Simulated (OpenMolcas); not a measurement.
# How basis sets differ on [B2H7]−

[B2H7]− has 9 atoms, charge -1, and is taken as a singlet. Geometry: relaxed at GFN2-xTB.

```xyz
9

B     0.9990    0.4324   -0.7450
H    -0.0014    0.0031    0.0011
B    -0.9979   -0.4319    0.7443
H     0.6939    1.5350   -1.1060
H     1.9672    0.4302   -0.0364
H     1.0911   -0.3427   -1.6562
H    -1.9029   -0.6579   -0.0111
H    -1.2502    0.4530    1.5150
H    -0.5987   -1.4212    1.2943
```

Quantity: the HOMO–LUMO gap, in eV. The values are calculated.

```
              level          kind     program  value (eV)
HF/ANO-XS-MB (DKH2)  Hartree–Fock  OpenMolcas       16.47
          HF/STO-3G  Hartree–Fock  OpenMolcas       19.71
           HF/3-21G  Hartree–Fock  OpenMolcas       16.71
        HF/def2-SVP  Hartree–Fock  OpenMolcas       16.34
```

Sets without diffuse functions describe the anion poorly. The values span 16.34 to 19.71 eV. A Hartree–Fock LUMO above zero doesn't converge with the basis: it sinks as sets grow more diffuse. Orbital gaps aren't excitation energies.

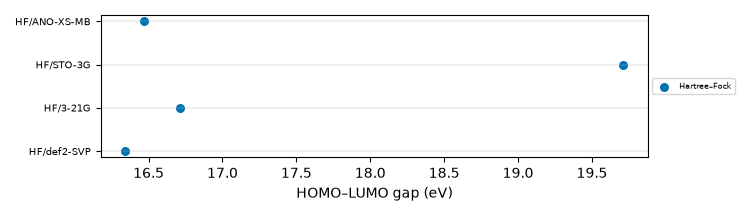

The values of the table, level by level.
